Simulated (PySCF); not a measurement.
SMILES N[SiH2]C[SiH3], singlet, GFN2-xTB optimised geometry. Atoms within 1.6 Å of the plane z = 1.2 Å (x, y, z in Å): N1 (1.43, -0.70, 0.00), Si2 (-0.29, -0.70, 0.00), C3 (-0.83, 1.12, 0.00), Si4 (-0.17, 2.18, 1.42), H6 (1.92, -1.58, 0.03), H8 (-0.68, -1.40, 1.22), H9 (-1.92, 1.14, 0.02), H11 (-0.72, 3.54, 1.30), H12 (-0.59, 1.62, 2.71), H13 (1.29, 2.27, 1.37).

Computed with PySCF with CAM-B3LYP/def2-TZVP. Cells within 0.4 Å of a nucleus heavier than hydrogen are left out (blank, or x).

Map of the HOMO−1 amplitude (bohr^(-3/2)) on the plane z = 1.2 Å; orbital energy -9.89 eV, overall sign arbitrary:

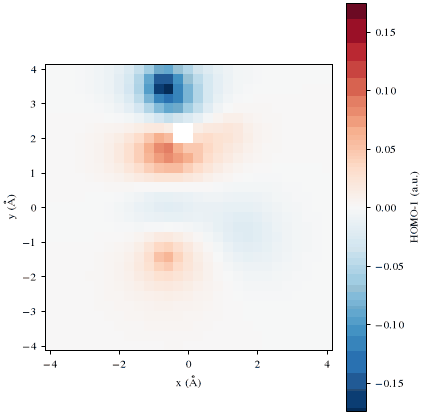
Fig. 1. HOMO−1 amplitude (bohr^(-3/2)) on the plane z = 1.2 Å.
